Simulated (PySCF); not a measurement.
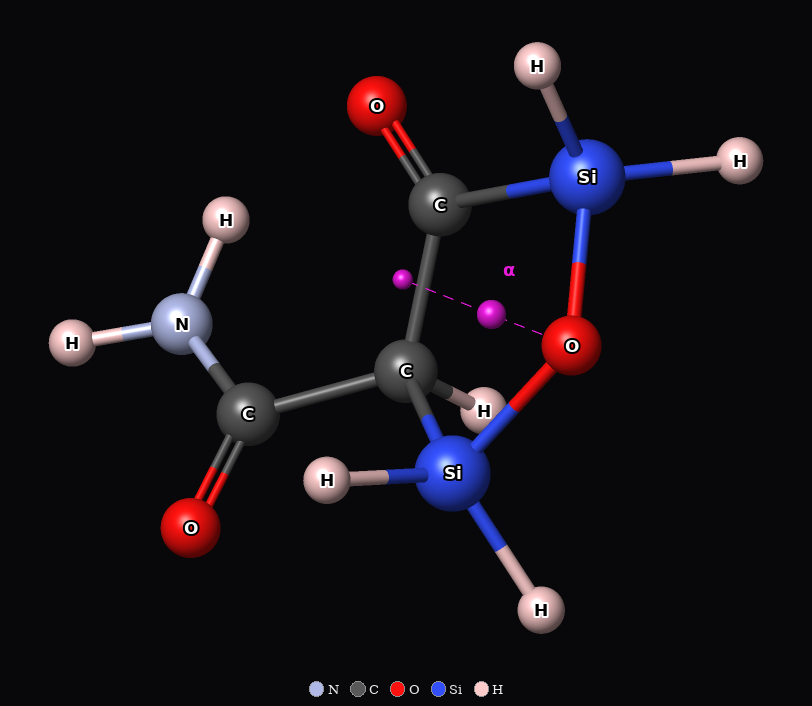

The small points mark where nucleus-independent chemical shifts (NICS) were computed: at the centre of each lettered ring and 1 Å above and below it. Computed geometry: GFN2-xTB optimisation. No frequency run is at hand to confirm it as a minimum. Level of theory: GIAO PBE0/pcSseg-1 NMR shielding, non-relativistic, gas phase (PySCF 2.14.0).

Give NICS(0), NICS(1) and the out-of-plane component NICS(1)zz for each ring (means of the two sides).

| ring | members | NICS(0) | NICS(1) | NICS(1)zz |
| --- | --- | --- | --- | --- |
| α | C2OSi2 | 1.9 | −0.6 | 0.2 |

Values in ppm.

**What do the values say about the ring currents?**

Ring α: weak, as in a non-aromatic ring. NICS is one index among several.

The geometry is semi-empirical. Around Si such bond lengths and angles can be off by a tenth of an ångström or more and by several degrees, and values that hang on the shape move with them.
